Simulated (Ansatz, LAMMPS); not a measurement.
# Glassy 83P2O5-17Al2O3 (mol %) (80 atoms): where an added charge goes

Does an extra electron or hole in glassy 83P2O5-17Al2O3 (mol %) (80 atoms) stay spread out, or do the atoms trap it?

Program: Ansatz 0.2.0. Level of theory: Kohn-Sham DFT, PBE, PAW (set soft_1), plane waves. Results are calculated unless marked as measured.

## (1) Set-up

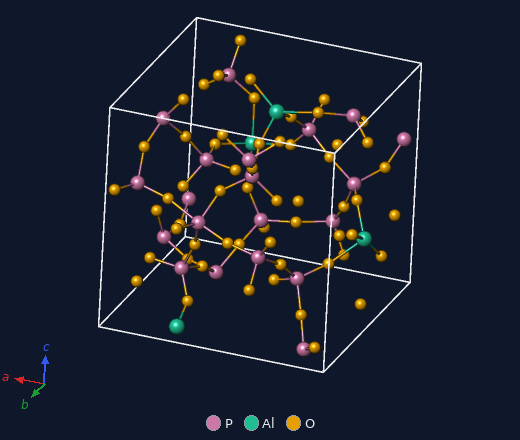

Start, viewed from a free direction; phosphorus pink, aluminium teal, oxygen orange. Bonds to atoms that aren't drawn are left out. Some periodic images of atoms are drawn too.

The cell holds 80 atoms: 20 P, 4 Al and 56 O. Cell: a = 10.199 Å, b = 10.199 Å, c = 10.199 Å, α = 90.0°, β = 90.0°, γ = 90.0°. 80 atoms (20 P, 4 Al, 56 O) placed at random at 2.43 g/cm³, melted at 4000 K for 10 ps at fixed volume with the Morse and Coulomb pair potential with partial charges (Pedone, Malavasi, Menziani, Cormack and Segre, J. Phys. Chem. B 110, 11780 (2006)). Quenched from 4000 K to 300 K at 6 K/ps and fixed volume, held 10 ps at zero pressure.

Limits known from the start: The quench rate of 6 K/ps is many orders above laboratory rates, so the cell is likely richer in defects and strain than a real sample. The starting topology of bonds comes from the classical model, and needn't be the one that DFT or experiment would give. Only the Γ point is sampled, in a cell whose shortest periodic width is 10 Å.

## (2) Single point at the start

A single point comes first, to see the forces before anything moves.

The input, input.yaml:

```yaml
crystal:
  lattice:
    - [10.19896, 0.0, 0.0]
    - [0.0, 10.19896, 0.0]
    - [0.0, 0.0, 10.19896]
  atoms:
    - { symbol: P, position: [0.39286, 0.95288, 0.86849] }
    - { symbol: P, position: [0.14788, 0.84274, 0.00962] }
    - { symbol: P, position: [0.04773, 0.02901, 0.65489] }
    - { symbol: P, position: [0.75319, 0.70918, 0.19913] }
    - { symbol: P, position: [0.17468, 0.25832, 0.51834] }
    - { symbol: P, position: [0.59492, 0.20734, 0.24517] }
    - { symbol: P, position: [0.30228, 0.13916, 0.273] }
    - { symbol: P, position: [0.6506, 0.81504, 0.47115] }
    - { symbol: P, position: [0.46179, 0.71378, 0.68188] }
    - { symbol: P, position: [0.98488, 0.01982, 0.18324] }
    - { symbol: P, position: [0.94696, 0.76063, 0.56864] }
    - { symbol: P, position: [0.26008, 0.65902, 0.23311] }
    - { symbol: P, position: [0.3547, 0.88353, 0.40268] }
    - { symbol: P, position: [0.97754, 0.31843, 0.13328] }
    - { symbol: P, position: [0.91652, 0.57205, 0.79253] }
    - { symbol: P, position: [0.14204, 0.3991, 0.89447] }
    - { symbol: P, position: [0.77375, 0.41442, 0.56805] }
    - { symbol: P, position: [0.4085, 0.1932, 0.68992] }
    - { symbol: P, position: [0.80595, 0.10687, 0.82157] }
    - { symbol: P, position: [0.69814, 0.43667, 0.07964] }
    - { symbol: Al, position: [0.46047, 0.45593, 0.86902] }
    - { symbol: Al, position: [0.6694, 0.96011, 0.0531] }
    - { symbol: Al, position: [0.67992, 0.12456, 0.54455] }
    - { symbol: Al, position: [0.03197, 0.49756, 0.39586] }
    - { symbol: O, position: [0.29811, 0.761, 0.33157] }
    - { symbol: O, position: [0.02492, 0.66805, 0.48609] }
    - { symbol: O, position: [0.92676, 0.06792, 0.73772] }
    - { symbol: O, position: [0.07674, 0.75684, 0.92215] }
    - { symbol: O, position: [0.15945, 0.56369, 0.28345] }
    - { symbol: O, position: [0.38123, 0.60181, 0.17947] }
    - { symbol: O, position: [0.23161, 0.21168, 0.3844] }
    - { symbol: O, position: [0.34712, 0.99486, 0.30006] }
    - { symbol: O, position: [0.84959, 0.47185, 0.45523] }
    - { symbol: O, position: [0.96537, 0.16707, 0.13108] }
    - { symbol: O, position: [0.07328, 0.02497, 0.30094] }
    - { symbol: O, position: [0.58644, 0.74722, 0.60207] }
    - { symbol: O, position: [0.35436, 0.6928, 0.58286] }
    - { symbol: O, position: [0.84671, 0.48013, 0.68553] }
    - { symbol: O, position: [0.08357, 0.14487, 0.56608] }
    - { symbol: O, position: [0.04045, 0.4903, 0.83046] }
    - { symbol: O, position: [0.89711, 0.70067, 0.21269] }
    - { symbol: O, position: [0.79505, 0.01595, 0.94421] }
    - { symbol: O, position: [0.51242, 0.95998, 0.96132] }
    - { symbol: O, position: [0.44215, 0.20272, 0.26553] }
    - { symbol: O, position: [0.79338, 0.26541, 0.57412] }
    - { symbol: O, position: [0.69939, 0.07514, 0.72671] }
    - { symbol: O, position: [0.68559, 0.74723, 0.33686] }
    - { symbol: O, position: [0.45229, 0.30085, 0.7842] }
    - { symbol: O, position: [0.27742, 0.90413, 0.95567] }
    - { symbol: O, position: [0.95046, 0.69161, 0.70471] }
    - { symbol: O, position: [0.08113, 0.36368, 0.03253] }
    - { symbol: O, position: [0.8251, 0.5914, 0.90554] }
    - { symbol: O, position: [0.66693, 0.19141, 0.37168] }
    - { symbol: O, position: [0.8022, 0.24164, 0.87564] }
    - { symbol: O, position: [0.80684, 0.76635, 0.52923] }
    - { symbol: O, position: [0.39167, 0.07332, 0.78237] }
    - { symbol: O, position: [0.62297, 0.08668, 0.15678] }
    - { symbol: O, position: [0.64106, 0.32815, 0.17458] }
    - { symbol: O, position: [0.99846, 0.36772, 0.27062] }
    - { symbol: O, position: [0.06347, 0.946, 0.07806] }
    - { symbol: O, position: [0.47703, 0.60112, 0.77889] }
    - { symbol: O, position: [0.28308, 0.94269, 0.51062] }
    - { symbol: O, position: [0.23828, 0.16275, 0.14154] }
    - { symbol: O, position: [0.15131, 0.99319, 0.74648] }
    - { symbol: O, position: [0.85381, 0.96768, 0.22435] }
    - { symbol: O, position: [0.713, 0.56695, 0.15764] }
    - { symbol: O, position: [0.99617, 0.90064, 0.58419] }
    - { symbol: O, position: [0.50056, 0.85913, 0.42691] }
    - { symbol: O, position: [0.58932, 0.44034, 0.98439] }
    - { symbol: O, position: [0.5018, 0.15184, 0.58573] }
    - { symbol: O, position: [0.63217, 0.44758, 0.56421] }
    - { symbol: O, position: [0.14322, 0.27726, 0.81746] }
    - { symbol: O, position: [0.20177, 0.74885, 0.11643] }
    - { symbol: O, position: [0.11128, 0.39102, 0.51206] }
    - { symbol: O, position: [0.27382, 0.46709, 0.9094] }
    - { symbol: O, position: [0.84492, 0.38444, 0.08726] }
    - { symbol: O, position: [0.69249, 0.96249, 0.49484] }
    - { symbol: O, position: [0.42114, 0.82898, 0.77477] }
    - { symbol: O, position: [0.68754, 0.79535, 0.09792] }
    - { symbol: O, position: [0.29165, 0.24816, 0.61221] }
kpoints:
  mp_grid: { grid: [1, 1, 1] }
hamiltonian:
  xc: pbe
  pseudopotentials: { kind: paw, azcp: { folder: soft_1 } }
scf:
  occupations: { method: fermi_dirac, width: 0.05 }
output:
  forces: true
```

Run with:

```console
$ ansatz run input.yaml --threads 4 --pin off --max-ram 8192MiB --backend cpu --events-out ev --progress --plain --runs-dir out
```

Numbers of over 12 decimals in the logs are rounded to 6 here.

The program printed:

```text
Engine: ansatz 0.2.0, x86_64-unknown-linux-gnu
Pseudopotentials: kind: paw
Pseudopotential: P, paw, valence charge 5, recommended cutoff 420 eV (normal), soft_1/P.paw.azcp
Pseudopotential: Al, paw, valence charge 3, recommended cutoff 420 eV (normal), soft_1/Al.paw.azcp
Pseudopotential: O, paw, valence charge 6, recommended cutoff 420 eV (normal), soft_1/O.paw.azcp
[... 5 lines on functional and potentials left out ...]
Crystal: 80 atoms, lattice volume = 1060.883 Å³
Basis set: ecut = 420 eV, 20719 PW (Γ), exchange–correlation on 144×144×144 points (8 copies of the dense FFT grid, shifted against one another)
Bands: 304, of which v1, the nominal top of the filled ones, is band 224 counted from 1 (223 counted from 0)
Symmetry: 1 space group operations
Space group: P1 (ITA 1), of the structure as read, at distance tolerance 1.0e-4 Å
k-points: 1
[... 7 lines on functional and potentials left out ...]
Initial density: superposition of atomic densities (chi_scale 0.1, normalization cell, long waves kept (reshape's long-wave potential 0.14 eV rms))
Initial wavefunctions: pseudopotential atomic-orbital guess
Functional: x = pbe(κ = 0.804, μ = 0.219515), c = pbe(β = 0.066725)
SCF iter   1: F=—  HF=-49108.221171 eV  |F-HF|=—  |Δ(HF+E_count)|=         —  Δρ=1.33e-1  dr2=1.71e2  ethr=3.10e-3  ⟨swp⟩=6.0  Hψ=1474  notcnv=0  defer=72
preconditioner: auto → Resta (q_TF=auto, 2.363 Å⁻¹)  ε∞=2.8  [insulator: Δε(μ)=5.532 eV  Ē_g=17.946 eV  σ=0.050 eV  W_gap=1.00  n_scr=250 (ndim 8)  ℏωp=24.1 eV  f_vac=0.121  D(μ)=0.00/eV (n_scr^D=0)  ε∞_Penn≈2.8]
SCF iter   2: F=—  HF=-49060.592980 eV  |F-HF|=—  |Δ(HF+E_count)|=    4.76e1  Δρ=4.53e-2  dr2=1.10e1  ethr=3.10e-3  ⟨swp⟩=5.0  Hψ=761  notcnv=0  defer=76
SCF iter   3: F=—  HF=-49058.744990 eV  |F-HF|=—  |Δ(HF+E_count)|=    1.85e0  Δρ=2.17e-2  dr2=3.38e0  ethr=2.45e-3  ⟨swp⟩=3.0  Hψ=305  notcnv=0  defer=32
automatic band count: iteration 3 solves 260 bands in place of 304: the levels show a gap, and the empty bands left out lie too high to hold charge; the band table lists the bands solved (type scf.n_extra_bands for more)
SCF iter   4: F=—  HF=-49058.423811 eV  |F-HF|=—  |Δ(HF+E_count)|=   3.21e-1  Δρ=9.03e-3  dr2=6.42e-1  ethr=7.55e-4  ⟨swp⟩=4.0  Hψ=419  notcnv=0  defer=32
SCF iter   5: F=—  HF=-49058.307650 eV  |F-HF|=—  |Δ(HF+E_count)|=   1.16e-1  Δρ=1.93e-3  dr2=3.65e-2  ethr=1.43e-4  ⟨swp⟩=6.0  Hψ=511  notcnv=0  defer=30
SCF iter   6: F=—  HF=-49058.322361 eV  |F-HF|=—  |Δ(HF+E_count)|=   1.47e-2  Δρ=1.11e-3  dr2=1.02e-2  ethr=8.14e-6  ⟨swp⟩=3.0  Hψ=502  notcnv=0  defer=30
SCF iter   7: F=—  HF=-49058.321993 eV  |F-HF|=—  |Δ(HF+E_count)|=   3.67e-4  Δρ=2.92e-4  dr2=8.66e-4  ethr=2.29e-6  ⟨swp⟩=3.0  Hψ=429  notcnv=0  defer=30
SCF iter   8: F=—  HF=-49058.322331 eV  |F-HF|=—  |Δ(HF+E_count)|=   3.37e-4  Δρ=9.72e-5  dr2=9.09e-5  ethr=1.93e-7  ⟨swp⟩=3.0  Hψ=474  notcnv=0  defer=30
SCF iter   9: F=—  HF=-49058.323843 eV  |F-HF|=—  |Δ(HF+E_count)|=   1.51e-3  Δρ=6.03e-5  dr2=3.03e-5  ethr=2.03e-8  ⟨swp⟩=3.0  Hψ=471  notcnv=0  defer=30
SCF iter  10: F=—  HF=-49058.323845 eV  |F-HF|=—  |Δ(HF+E_count)|=   1.83e-6  Δρ=1.34e-5  dr2=1.73e-6  ethr=6.77e-9  ⟨swp⟩=2.0  Hψ=413  notcnv=0  defer=30
SCF iter  11: F=—  HF=-49058.323846 eV  |F-HF|=—  |Δ(HF+E_count)|=   1.28e-6  Δρ=6.07e-6  dr2=3.43e-7  ethr=3.86e-10  ⟨swp⟩=3.0  Hψ=512  notcnv=0  defer=30
SCF iter  12: F=-49058.323846 eV  HF=-49058.323846 eV  |F-HF|=2.47e-8  |Δ(HF+E_count)|=   1.49e-7  Δρ=3.02e-6  dr2=8.02e-8  ethr=2.23e-11  ⟨swp⟩=6.0  Hψ=1082  notcnv=0
SCF 1 converged in 12 iterations: F = -49058.323846 eV  dr2 = 8.02e-8
  greatest PAW one-centre occupation: 0.876 electrons in one spin orbital (limit 2), on the O atom at site 27 (counted from 0), in its partial waves of l = 0
SCF converged after 12 iterations
Free energy (F): -49058.323846 eV
Harris-Foulkes:  -49058.323846 eV  (|F-HF|=2.47e-8)
Internal energy: -49058.323846 eV  (E = F + TS)
E sigma→0 (E₀):  -49058.323846 eV
Fermi energy:    4.884637 eV
--- Per-component energies (eV) ---
  E_band       = -2494.508049
  E_kinetic    = 11241.527546
  E_local      = -32652.709118  (includes V_loc(G=0)·N_el)
  E_nonlocal   = 3564.139867
  E_hartree    = 12254.969885
  E_xc         = -5655.103719
  E_vxc        = -6501.676024  (∫ρ·V_xc dr)
  E_paw        = -22197.355924  (= ΣΔE_a)
  E_vpaw       = -2655.763582  (= ΣTr[D̂ρ^β])
  E_aug_tail   = 0.044677  (compensation charges beyond the density's cutoff)
  E_ewald      = -15613.837059
  E_smearing   = -0.000000  (= −TS)
  E_closure    = -0.000000  (closes the sum)
  Σ components = -49058.323846   (vs F -49058.323846, Δ=0.00e0)
--- Forces (eV/Å), atoms counted from 1 ---
  atom   1  P      3.63327450    -4.23910017     1.56622019
  atom   2  P     -1.58502759    -3.28443284     0.43007464
  atom   3  P      0.58091967    -2.14138162     4.53721830
  atom   4  P      3.18278254     1.67939221     0.35387247
  atom   5  P     -0.60150757    -0.99303397    -0.04977930
  atom   6  P      0.78593531    -5.75404918     0.84696928
  atom   7  P     -1.30330889    -1.26729080    -5.65609807
  atom   8  P      1.12013376     3.11951206     1.72100729
  atom   9  P     -4.51577784    -2.33381072    -2.92526858
  atom  10  P     -0.78168694    -0.50251192     6.18888789
  atom  11  P     -0.07837255    -2.81430601    -1.48900294
  atom  12  P      1.03930234    -2.22876583    -3.62641333
  atom  13  P     -0.73729452    -0.89970192     2.62568459
  atom  14  P      0.08986977    -0.50192811     0.87658785
[...]
atom  79  O     -0.91595547     0.19150843    -0.30527475
  atom  80  O     -1.08997677     0.87286471     0.03908829
  max |Σ_I F_I| component: 6.08e-5 eV/Å
```

The job ended after 4.3 s (4 threads of AMD EPYC 9R45, shared host; peak memory 1.3 GiB; 16 s of CPU time).

In the SCF lines HF is the Harris–Foulkes energy and dr2 the Hartree energy of the density residual, in eV; the loop may stop once dr2 is under the threshold and the program's other checks hold. Hψ counts applications of the Hamiltonian.

The r.m.s. force at the start is 1.6 eV/Å.

## (3) Relaxation

The atoms are relaxed in the fixed cell, aiming at the force tolerance of the input.

The input, input.yaml:

```yaml
crystal:
  lattice:
    - [10.19896, 0.0, 0.0]
    - [0.0, 10.19896, 0.0]
    - [0.0, 0.0, 10.19896]
  atoms:
    [... the 80 atom lines of step 2 ...]
kpoints:
  mp_grid: { grid: [1, 1, 1] }
hamiltonian:
  xc: pbe
  pseudopotentials: { kind: paw, azcp: { folder: soft_1 } }
scf:
  occupations: { method: fermi_dirac, width: 0.05 }
output:
  forces: true
relax:
  f_tol: 0.05
  max_steps: 120
```

The program printed:

```text
[...]
Crystal: 80 atoms, lattice volume = 1060.883 Å³
Basis set: ecut = 420 eV, 20719 PW (Γ), exchange–correlation on 144×144×144 points (8 copies of the dense FFT grid, shifted against one another)
Bands: 304, of which v1, the nominal top of the filled ones, is band 224 counted from 1 (223 counted from 0)
Symmetry: 1 space group operations
[...]
k-points: 1
[...]
SCF iter   1: F=—  HF=-49108.221171 eV  |F-HF|=—  |Δ(HF+E_count)|=         —  Δρ=1.33e-1  dr2=1.71e2  ethr=3.10e-3  ⟨swp⟩=6.0  Hψ=1474  notcnv=0  defer=72
[...]
SCF iter   9: F=-49058.323834 eV  HF=-49058.323840 eV  |F-HF|=6.56e-6  |Δ(HF+E_count)|=   5.13e-5  Δρ=5.48e-5  dr2=2.59e-5  ethr=1.40e-8  ⟨swp⟩=5.0  Hψ=1019  notcnv=0
SCF 1 converged in 9 iterations: F = -49058.323834 eV  dr2 = 2.59e-5
[...]
relax step   1: F+E_penalty+E_count = -49058.32383357 eV  Δ(F+E_penalty+E_count) = +0.000e0 eV  max|allowed force component| = 6.188e0 eV/Å  Δτ_max = 0.0000 Å  (9 SCF iters, dr2 threshold 6.25e-5 eV, accepted)
[...]
relax step   2: F+E_penalty+E_count = -49061.96438994 eV  Δ(F+E_penalty+E_count) = -3.641e0 eV  max|allowed force component| = 4.727e0 eV/Å  Δτ_max = 0.1559 Å  (6 SCF iters, dr2 threshold 1.00e-4 eV, accepted)
[...]
relax step   3: F+E_penalty+E_count = -49065.84935491 eV  Δ(F+E_penalty+E_count) = -3.885e0 eV  max|allowed force component| = 1.052e0 eV/Å  Δτ_max = 0.1948 Å  (7 SCF iters, dr2 threshold 1.00e-4 eV, accepted)
relax step   4: F+E_penalty+E_count = -49066.81777303 eV  Δ(F+E_penalty+E_count) = -9.684e-1 eV  max|allowed force component| = 8.619e-1 eV/Å  Δτ_max = 0.1950 Å  (6 SCF iters, dr2 threshold 6.91e-5 eV, accepted)
relax step   5: F+E_penalty+E_count = -49067.64205951 eV  Δ(F+E_penalty+E_count) = -8.243e-1 eV  max|allowed force component| = 7.329e-1 eV/Å  Δτ_max = 0.2000 Å  (7 SCF iters, dr2 threshold 4.64e-5 eV, accepted)
relax step   6: F+E_penalty+E_count = -49068.11971374 eV  Δ(F+E_penalty+E_count) = -4.777e-1 eV  max|allowed force component| = 4.888e-1 eV/Å  Δτ_max = 0.2000 Å  (6 SCF iters, dr2 threshold 1.00e-4 eV, accepted)
relax step   7: F+E_penalty+E_count = -49068.37834104 eV  Δ(F+E_penalty+E_count) = -2.586e-1 eV  max|allowed force component| = 2.830e-1 eV/Å  Δτ_max = 0.2000 Å  (6 SCF iters, dr2 threshold 1.00e-4 eV, accepted)
relax step   8: F+E_penalty+E_count = -49068.51776095 eV  Δ(F+E_penalty+E_count) = -1.394e-1 eV  max|allowed force component| = 4.224e-1 eV/Å  Δτ_max = 0.2000 Å  (7 SCF iters, dr2 threshold 2.69e-5 eV, accepted)
relax step   9: F+E_penalty+E_count = -49068.58075513 eV  Δ(F+E_penalty+E_count) = -6.299e-2 eV  max|allowed force component| = 6.626e-1 eV/Å  Δτ_max = 0.2000 Å  (6 SCF iters, dr2 threshold 5.98e-5 eV, accepted)
relax step  10: F+E_penalty+E_count = -49068.60495520 eV  Δ(F+E_penalty+E_count) = -2.420e-2 eV  max|allowed force component| = 1.773e-1 eV/Å  Δτ_max = 0.0397 Å  (5 SCF iters, dr2 threshold 1.00e-4 eV, accepted)
relax step  11: F+E_penalty+E_count = -49068.63535473 eV  Δ(F+E_penalty+E_count) = -3.040e-2 eV  max|allowed force component| = 3.661e-1 eV/Å  Δτ_max = 0.2000 Å  (9 SCF iters, accepted)
relax step  12: F+E_penalty+E_count = -49068.65301782 eV  Δ(F+E_penalty+E_count) = -1.766e-2 eV  max|allowed force component| = 1.675e-1 eV/Å  Δτ_max = 0.0914 Å  (6 SCF iters, dr2 threshold 9.60e-6 eV, accepted)
relax step  13: F+E_penalty+E_count = -49068.68172473 eV  Δ(F+E_penalty+E_count) = -2.871e-2 eV  max|allowed force component| = 2.993e-1 eV/Å  Δτ_max = 0.1822 Å  (7 SCF iters, dr2 threshold 5.88e-6 eV, accepted)
relax step  14: F+E_penalty+E_count = -49068.73211041 eV  Δ(F+E_penalty+E_count) = -5.039e-2 eV  max|allowed force component| = 4.962e-1 eV/Å  Δτ_max = 0.1924 Å  (7 SCF iters, dr2 threshold 1.88e-5 eV, accepted)
relax step  15: F+E_penalty+E_count = -49068.74136607 eV  Δ(F+E_penalty+E_count) = -9.256e-3 eV  max|allowed force component| = 6.909e-1 eV/Å  Δτ_max = 0.1952 Å  (6 SCF iters, dr2 threshold 1.00e-4 eV, accepted)
relax step  16: F+E_penalty+E_count = -49068.97017164 eV  Δ(F+E_penalty+E_count) = -2.288e-1 eV  max|allowed force component| = 5.066e-1 eV/Å  Δτ_max = 0.2000 Å  (6 SCF iters, dr2 threshold 1.00e-4 eV, accepted)
relax step  17: F+E_penalty+E_count = -49069.14970166 eV  Δ(F+E_penalty+E_count) = -1.795e-1 eV  max|allowed force component| = 2.316e-1 eV/Å  Δτ_max = 0.2000 Å  (6 SCF iters, dr2 threshold 1.00e-4 eV, accepted)
relax step  18: F+E_penalty+E_count = -49069.17959561 eV  Δ(F+E_penalty+E_count) = -2.989e-2 eV  max|allowed force component| = 7.252e-1 eV/Å  Δτ_max = 0.1941 Å  (7 SCF iters, dr2 threshold 1.12e-5 eV, accepted)
relax step  19: F+E_penalty+E_count = -49069.26426496 eV  Δ(F+E_penalty+E_count) = -8.467e-2 eV  max|allowed force component| = 4.519e-1 eV/Å  Δτ_max = 0.2000 Å  (6 SCF iters, dr2 threshold 1.00e-4 eV, accepted)
relax step  20: F+E_penalty+E_count = -49069.22215256 eV  Δ(F+E_penalty+E_count) = +4.211e-2 eV  max|allowed force component| = 6.654e-1 eV/Å  Δτ_max = 0.2000 Å  (7 SCF iters, dr2 threshold 7.93e-5 eV, rejected (line search))
relax step  21: F+E_penalty+E_count = -49069.35441070 eV  Δ(F+E_penalty+E_count) = -9.015e-2 eV  max|allowed force component| = 2.302e-1 eV/Å  Δτ_max = 0.1000 Å  (9 SCF iters, accepted)
relax step  22: F+E_penalty+E_count = -49069.38376245 eV  Δ(F+E_penalty+E_count) = -2.935e-2 eV  max|allowed force component| = 7.008e-2 eV/Å  Δτ_max = 0.1000 Å  (6 SCF iters, dr2 threshold 1.38e-5 eV, accepted)
relax step  23: F+E_penalty+E_count = -49069.40259055 eV  Δ(F+E_penalty+E_count) = -1.883e-2 eV  max|allowed force component| = 1.179e-1 eV/Å  Δτ_max = 0.1500 Å  (9 SCF iters, accepted)
relax step  24: F+E_penalty+E_count = -49068.96042569 eV  Δ(F+E_penalty+E_count) = +4.422e-1 eV  max|allowed force component| = 1.492e0 eV/Å  Δτ_max = 0.2000 Å  (10 SCF iters, rejected (line search))
relax step  25: F+E_penalty+E_count = -49069.40680050 eV  Δ(F+E_penalty+E_count) = -4.210e-3 eV  max|allowed force component| = 1.049e-1 eV/Å  Δτ_max = 0.1000 Å  (10 SCF iters, accepted)
relax step  26: F+E_penalty+E_count = -49069.38887526 eV  Δ(F+E_penalty+E_count) = +1.793e-2 eV  max|allowed force component| = 4.495e-1 eV/Å  Δτ_max = 0.1000 Å  (7 SCF iters, dr2 threshold 8.69e-6 eV, rejected (line search))
relax step  27: F+E_penalty+E_count = -49069.41451947 eV  Δ(F+E_penalty+E_count) = -7.719e-3 eV  max|allowed force component| = 8.324e-2 eV/Å  Δτ_max = 0.0500 Å  (9 SCF iters, accepted)
relax step  28: F+E_penalty+E_count = -49069.41647042 eV  Δ(F+E_penalty+E_count) = -1.951e-3 eV  max|allowed force component| = 5.059e-2 eV/Å  Δτ_max = 0.0500 Å  (6 SCF iters, dr2 threshold 4.37e-6 eV, accepted)
[...]
relax step  29: F+E_penalty+E_count = -49069.41750442 eV  Δ(F+E_penalty+E_count) = -1.034e-3 eV  max|allowed force component| = 3.946e-2 eV/Å  Δτ_max = 0.0149 Å  (7 SCF iters, accepted)
SCF converged after 7 iterations
Free energy (F): -49069.417504 eV
[...]
Internal energy: -49069.417504 eV  (E = F + TS)
E sigma→0 (E₀):  -49069.417504 eV
Fermi energy:    5.000019 eV
[...]
--- Forces (eV/Å), atoms counted from 1 ---
  atom   1  P     -0.02260802    -0.00250485    -0.00175925
  atom   2  P      0.00819453     0.00205042    -0.01356018
  atom   3  P      0.00121471    -0.00271075    -0.03739449
  atom   4  P      0.00997252     0.00228257     0.00559139
  atom   5  P     -0.01657829    -0.00755209    -0.00118047
  atom   6  P     -0.00032914    -0.03774619    -0.00935978
  atom   7  P     -0.00979375    -0.01191119    -0.00535076
  atom   8  P     -0.00260610     0.03257743    -0.01132569
  atom   9  P     -0.01192429     0.00312731    -0.01385401
  atom  10  P     -0.00102936    -0.00971893     0.02732419
  atom  11  P      0.03475931    -0.00960659    -0.02436723
  atom  12  P      0.00912237     0.01284615     0.01182857
  atom  13  P      0.01973640     0.00067967     0.00457330
  atom  14  P      0.01001049     0.01590603     0.02721090
[...]
atom  79  O      0.00096629     0.02057728    -0.01595770
  atom  80  O      0.00335459    -0.00865605     0.00064874
  max |Σ_I F_I| component: 2.60e-5 eV/Å
--- Relaxed structure (29 steps of the walk, 26 accepted, 0 SCFs on fresh bases) ---
  F+E_penalty+E_count = -49069.41750442 eV   max|allowed force component| = 3.946e-2 eV/Å
  atoms:
    - { symbol: P, position: [0.421255, 0.936313, 0.877450] }
    - { symbol: P, position: [0.161034, 0.866865, 0.00539997] }
    - { symbol: P, position: [0.051645, 0.020616, 0.680936] }
    - { symbol: P, position: [0.733429, 0.691849, 0.220389] }
[...]
- { symbol: O, position: [0.290800, 0.205510, 0.642362] }
```

Elapsed: 86 s, on 4 threads; peak memory 1.3 GiB; 5.2 min of CPU time.

The relaxation converged after 29 steps, 11.1 eV below its start, with a largest force component of 0.039 eV/Å.

[end of part 1 of 5]

[Logs are printed without paths, hosts, clocks, repeated set-up lines and the standing remarks that a program may print on its own settings, such as how far it seeks lower states.]

[Hosts, paths, dates, database ids (printed as entryN), source tags and the programs' standing remarks are cut or masked in the printed files.]
